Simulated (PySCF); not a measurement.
## Electronic structure of C4H10O2SSi2 in real space

```json
{"atom": "C", "x (Å)": "3.2559", "y (Å)": "-0.2569", "z (Å)": "-0.0997"}
{"atom": "S", "x (Å)": "2.0126", "y (Å)": "-1.1081", "z (Å)": "-1.1239"}
{"atom": "Si", "x (Å)": "0.4348", "y (Å)": "-1.2302", "z (Å)": "0.3051"}
{"atom": "C", "x (Å)": "-1.2437", "y (Å)": "-1.5943", "z (Å)": "-0.5041"}
{"atom": "C", "x (Å)": "-1.9594", "y (Å)": "-0.2515", "z (Å)": "-0.7225"}
{"atom": "Si", "x (Å)": "-1.3363", "y (Å)": "0.9445", "z (Å)": "0.6291"}
{"atom": "C", "x (Å)": "-1.0022", "y (Å)": "2.7170", "z (Å)": "-0.0023"}
{"atom": "O", "x (Å)": "-1.7467", "y (Å)": "3.6436", "z (Å)": "0.1864"}
{"atom": "O", "x (Å)": "0.1331", "y (Å)": "0.2671", "z (Å)": "0.9059"}
{"atom": "H", "x (Å)": "4.0849", "y (Å)": "-0.0082", "z (Å)": "-0.7530"}
{"atom": "H", "x (Å)": "2.8213", "y (Å)": "0.6426", "z (Å)": "0.3227"}
{"atom": "H", "x (Å)": "3.5886", "y (Å)": "-0.9242", "z (Å)": "0.6885"}
{"atom": "H", "x (Å)": "0.8095", "y (Å)": "-2.0223", "z (Å)": "1.4665"}
{"atom": "H", "x (Å)": "-1.8241", "y (Å)": "-2.2042", "z (Å)": "0.1876"}
{"atom": "H", "x (Å)": "-1.1744", "y (Å)": "-2.1542", "z (Å)": "-1.4353"}
{"atom": "H", "x (Å)": "-1.6881", "y (Å)": "0.1382", "z (Å)": "-1.7071"}
{"atom": "H", "x (Å)": "-3.0401", "y (Å)": "-0.3892", "z (Å)": "-0.7314"}
{"atom": "H", "x (Å)": "-2.0684", "y (Å)": "0.9160", "z (Å)": "1.8883"}
{"atom": "H", "x (Å)": "-0.0670", "y (Å)": "2.8835", "z (Å)": "-0.5817"}
```

Geometry: GFN2-xTB.

All numbers below come from PBE0/pcSseg-1, SCF density, gas phase, non-relativistic (PySCF 2.14.0).

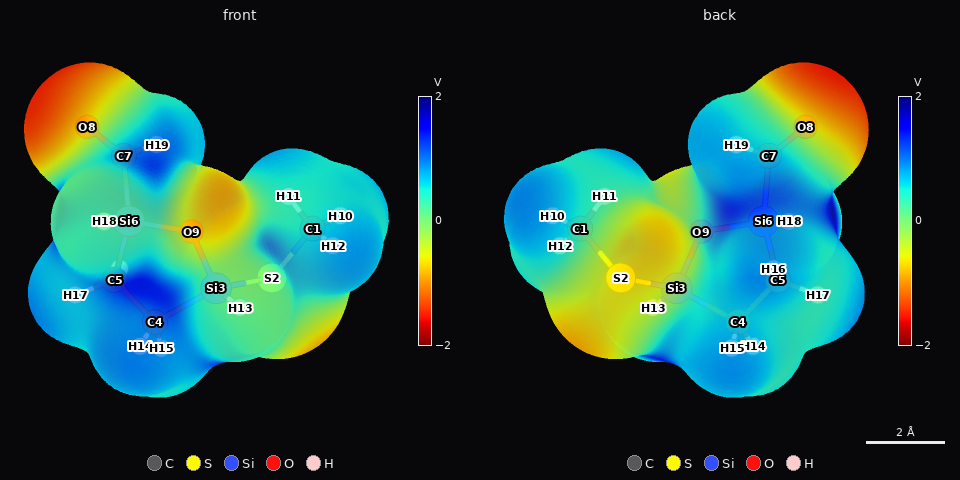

Figure 1. The molecular electrostatic potential painted on the density surface at 0.002 e/bohr³, seen from the front and from behind; red is negative and blue positive.

Question: Where is the surface potential most negative and most positive?

Answer: The most negative region (about −1.5 V) lies over O8, the most positive (about +1.6 V) over Si3 and Si6. O8 is the likeliest acceptor of a hydrogen bond.

Question: How polar is the molecule by this calculation?

Answer: Its dipole moment is 2.17 D.

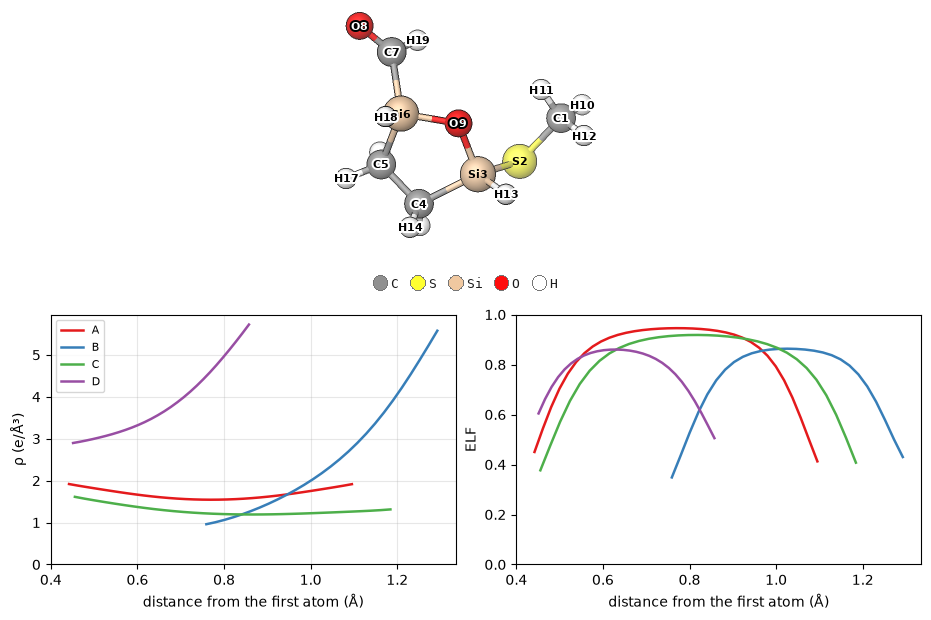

Figure 2. Total electron density and electron localisation function along straight lines between neighbouring atoms. The curves leave out the atomic cores. The structure is drawn too.

Question: Which curve belongs to which contact (C–C, C–O, C–S and Si–O)? The first atom named is at distance zero.

Answer: Curve A: C–C (1.54 Å): ρ is about 1.5 e/Å³ halfway; the ELF peaks at about 0.95 between the atoms: localised, covalent bonding. Curve B: Si–O (1.64 Å): the density is about 1.1 e/Å³ at the midpoint; the ELF peaks at about 0.85 between the atoms: a shared but strongly polarised pair. Curve C: C–S (1.82 Å): ρ is about 1.2 e/Å³ halfway; the ELF peaks at about 0.90 between the atoms: a shared electron pair. Curve D: C–O (1.20 Å): the density is about 3.3 e/Å³ at the midpoint; the ELF peaks at about 0.85 between the atoms: a multiple bond.
